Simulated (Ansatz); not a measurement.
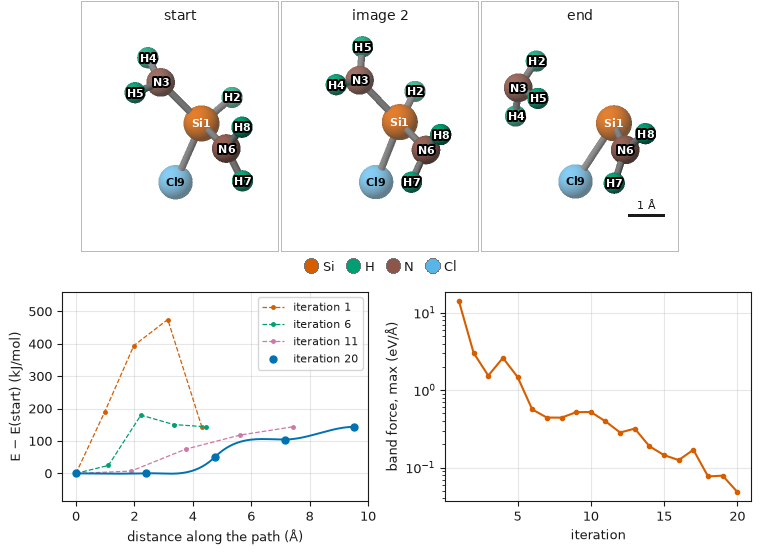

A search for the minimum-energy path of SiN$_{2}$H$_{5}$Cl by the nudged elastic band. Images are numbered from 0 (start) to 4 (end). The plot follows the band through its iterations. Style: ball-and-stick. Shown from a free direction.

Computed with RKS PBE-D4/def2-SVP in Ansatz 0.2.0. Set-up: 3 movable images; no climbing image; force threshold 0.05 eV/Å; iteration limit 60; starting path through a guess of the saddle point.

### Did the band converge, and can the barrier be trusted?

The run is converged, with reservations. The band converged in 20 iterations. The largest component of the band force went from 14 to 0.048 eV/Å. So few images resolve the path coarsely. The first iteration put the highest image at 475.0 kJ/mol. No barrier shows: the energy is highest at the end, and the end lies 143.8 kJ/mol above the start.

Cost: 2.2 min on 2 threads of Intel(R) Xeon(R) Platinum 8175M CPU @ 2.50GHz (Skylake/Cascade Lake), with other jobs on the host, peak memory 0.15 GiB.
